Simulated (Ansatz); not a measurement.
**CBGeO (charge −1): density, localisation and related maps**

```xyz
4

C    -0.7039    0.1706    0.0576
B     0.0552   -1.0228    0.0955
Ge    0.8083   -2.5589    0.8226
O    -1.3430    1.1753    0.0259
```

Geometry: B3LYP-D3(BJ)/def2-SVPD.

The calculation used isolated molecule in a Gaussian basis; Kohn-Sham density functional theory, functional PBE0 in Ansatz.

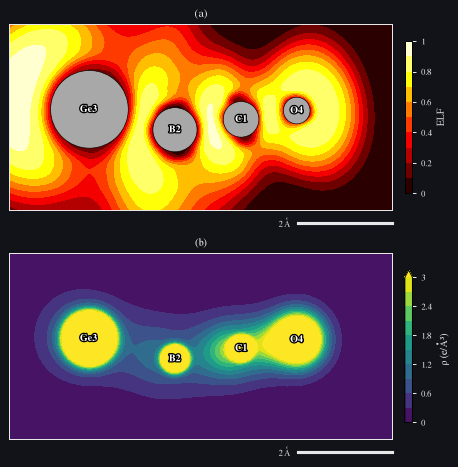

Figure 1. (a) ELF; (b) electron density on the molecular plane. Grey discs cover the atomic cores in the ELF map.

Q: Read the bonding off the picture.

A:
- The section cuts through C, B, Ge and O sites.
- C–O (1.19 Å): ρ at the midpoint is about 3.5 e/Å³; the ELF peaks at about 0.85 between the atoms (a multiple bond).
- C–B (1.41 Å): ρ at the midpoint is about 1.7 e/Å³; the ELF peaks at about 0.90 between the atoms; a covalent bond.
- Ge–B (1.86 Å): the density is about 0.91 e/Å³ at the midpoint; the ELF peaks at about 0.85 between the atoms; localised, covalent bonding.
- The ELF also peaks beside O4, away from the bonds: lone-pair regions.

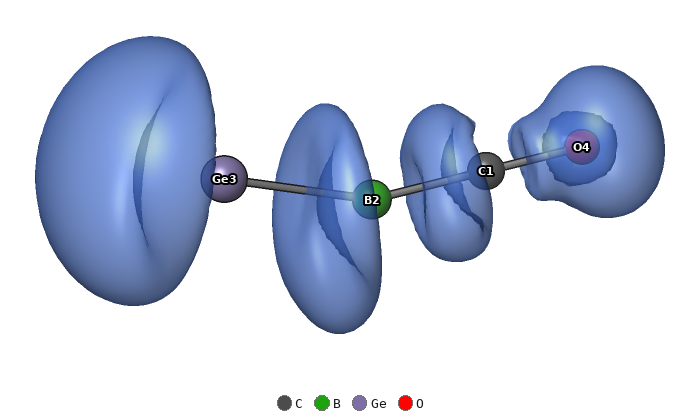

Figure 2. Isosurface of the ELF at 0.75 (blue), seen at a tilt. Core shells and regions of very low density are left out.

Q: Identify the bonds, lone pairs and shells in this picture.

A: At this value the surface marks out one region between bonded B–C atoms (shared pairs), one region on O in which the atom's valence shell and bonds are merged, one lobe on B, pointing away from the bonds (lone pairs) and one lobe on Ge, pointing away from the bonds (lone pairs).
